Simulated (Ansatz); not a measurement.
Fields on a plane of MgV2O6 (space group C2/m)

```
CELL_PARAMETERS angstrom
      4.66387    -1.71929     0.00000
      4.66387     1.71929     0.00000
     -2.49476     0.00000     6.30999
ATOMIC_POSITIONS crystal
  Mg 0.00000 0.00000 0.50000
  V  0.19524 0.19524 0.15967
  V  0.80476 0.80476 0.84033
  O  0.69152 0.69152 0.06361
  O  0.30848 0.30848 0.93639
  O  0.95826 0.95826 0.77325
  O  0.04174 0.04174 0.22675
  O  0.34890 0.34890 0.38534
  O  0.65110 0.65110 0.61466
```

The slice is a (100) plane (indices of the conventional cell) through the point (0.349, 0.349, 0.385) (fractional), spanned by u = [1 -1 0] and v = [001] in vectors of this cell: u (3.44 Å) and v (6.79 Å, at 90° to u). It covers one period; positions are fractions (u, v).

Atoms on it: O at (0.00, 0.00). Other atoms lie within 1 Å of the plane.

Calculation: r2SCAN (plane waves to 500 eV, PAW, scalar-relativistic; Ansatz, a program for electronic structure). k mesh 10×10×5. Near the nuclei the fields are pseudised (PAW); where an atom keeps semicore shells as valence, they peak there. MgV2O6 is run without spin polarisation. MgV2O6 was relaxed with its symmetry unable to fall.

```
|xx77999977330000003377999977|
|9999998855110000001155889999|
|9999886622000000000022668899|
|7766552200000000000000225566|
|2222110000000000000000001122|
|0000000000000000000000000000|
|1111000000000000000000000011|
|6655331100000000000000113355|
|9999773311000000000011337799|
|9999996622000000000022669999|
|9999998822000011000022889999|
|8899998822114466441122889999|
|9999996611448899884411669999|
|9999883311669999996611338899|
|8888661122668888886622116688|
|6655220011557777775511002255|
|2211000000223344332200000011|
|0000001111222222222211110000|
|0000001133444444444433110000|
|0000001133445555554433110000|
|0000000011334444443311000000|
|0000000000112222221100000000|
|3322110000000000000000001122|
|8877552200000000000000225577|
|9999887733000000000033778899|
|9999999966220000002266999999|
|xx88999977330000003377999988|
|xxxx9999884400000044889999xx|
```
Scale: ten equal steps from 0.01 (start of '0') to 0.84 (end of '9'), in the order '0123456789'. Values: electron localisation function (ELF). The map has 14 points along u (two characters each, u = 0 at the left) and 28 along v (v = 0 in the bottom row). Points within 0.3 Å of a nucleus are blanked (x), as the pseudised field means little there.

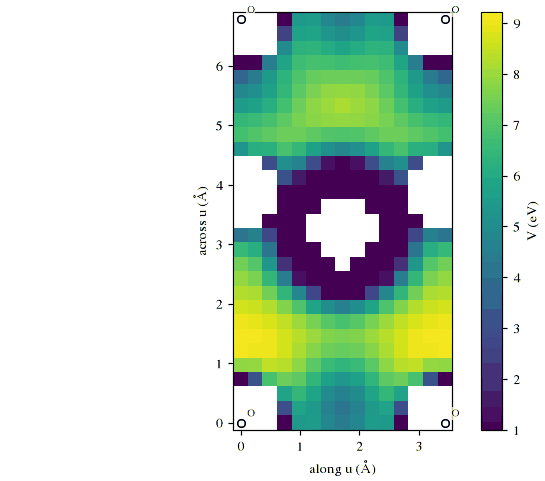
*Electrostatic potential energy of an electron, from the cell's mean, in eV, one period of the plane, atoms marked. Points within 0.7 Å of a nucleus are left white, as the pseudised field means little there. Values under 1 eV are set to 1. The zero, the cell's mean, hangs on the PAW cores.*
